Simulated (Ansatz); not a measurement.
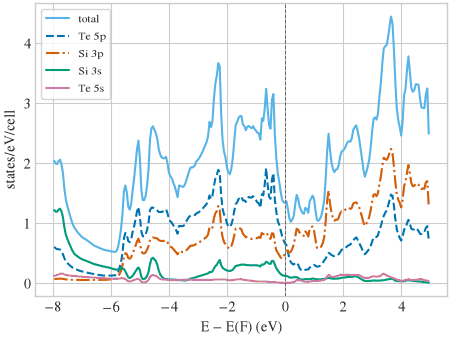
Figure. Total and projected density of states of SiTe in space group P4/nmm (No. 129; Si on 2c, Te on 2a), plane-wave PAW r²SCAN+D4 (Ansatz code)

**Question.** Which orbitals carry the states next to the Fermi level?

**Answer.** Within 0.5 eV of the Fermi level: Te 5p 48 %, Si 3p 37 %, Si 3s 10 %. Projections are on Löwdin-orthogonalised atomic valence shells; empty p or d shells of many metals are not among them.

**Question.** Where is the tallest occupied peak in this window, and what makes it?

**Answer.** Near -2.3 eV, about 3.7 states/eV per cell; the largest projected share is Te 5p.

The start of the workflow was typed in or built on a structure type; neither database checked (COD, Materials Project) lists it. Whether it is the stable phase at ambient conditions was not checked. The cell was relaxed with r²SCAN+D4 under the symmetry of its start; whether a distortion lowers the energy is not shown. Its formation energy is positive at this level, so the cell may be metastable or incomplete. Spin–orbit coupling is left out wherever it is not named.

Potentials: the earlier of the program's two PAW sets.
